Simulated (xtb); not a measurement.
Energy landscape of H3Al, singlet: map of symmetric stretch and umbrella angle. Scanned: Al-H bond length and angle between the Al-H bonds and the threefold axis (90 = planar).

Computed with xtb 6.7.1 with GFN1-xTB.

Energy in kJ/mol above the lowest grid point; x is the Al-H bond length (Å), y the angle between the Al-H bonds and the threefold axis (90 = planar) (°).

| y \ x | 1.39 | 1.46 | 1.54 | 1.61 | 1.68 | 1.77 | 1.83 | 1.91 | 1.98 |
|---|---|---|---|---|---|---|---|---|---|
| 130 | 380.2 | 323.2 | 290.4 | 280.6 | 282.9 | 298.3 | 314.0 | 339.2 | 363.0 |
| 125.40 | 291.8 | 240.1 | 212.9 | 207.7 | 214.3 | 234.9 | 254.0 | 283.4 | 310.8 |
| 122.20 | 241.9 | 193.3 | 169.3 | 166.8 | 175.9 | 199.5 | 220.5 | 252.4 | 281.9 |
| 117.02 | 177.3 | 132.7 | 113.0 | 113.9 | 126.3 | 154.0 | 177.5 | 212.8 | 245.2 |
| 113.21 | 140.3 | 98.0 | 80.8 | 83.7 | 98.0 | 128.0 | 153.1 | 190.3 | 224.4 |
| 110.63 | 119.4 | 78.5 | 62.6 | 66.7 | 82.1 | 113.5 | 139.4 | 177.8 | 212.9 |
| 106.04 | 89.8 | 50.7 | 36.9 | 42.6 | 59.6 | 92.9 | 120.0 | 160.1 | 196.7 |
| 102.40 | 72.3 | 34.3 | 21.7 | 28.4 | 46.3 | 80.7 | 108.7 | 149.8 | 187.2 |
| 97.98 | 57.5 | 20.5 | 8.9 | 16.4 | 35.1 | 70.5 | 99.1 | 141.1 | 179.3 |
| 94.92 | 51.2 | 14.6 | 3.3 | 11.2 | 30.3 | 66.1 | 95.0 | 137.4 | 176.0 |
| 90 | 47.3 | 11.0 | 0.0 | 8.1 | 27.3 | 63.5 | 92.6 | 135.2 | 173.9 |

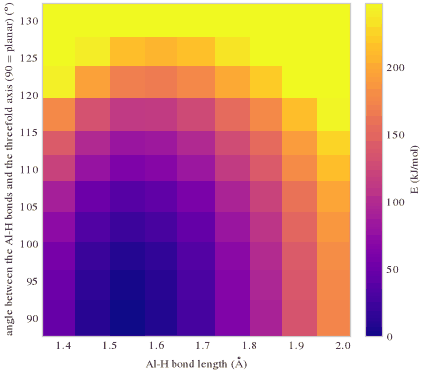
Figure: Energy surface, cut off at 247 kJ/mol.

Points that lie below all their neighbours on the grid: x = 1.54, y = 90 on the edge of the grid (0.0 kJ/mol).
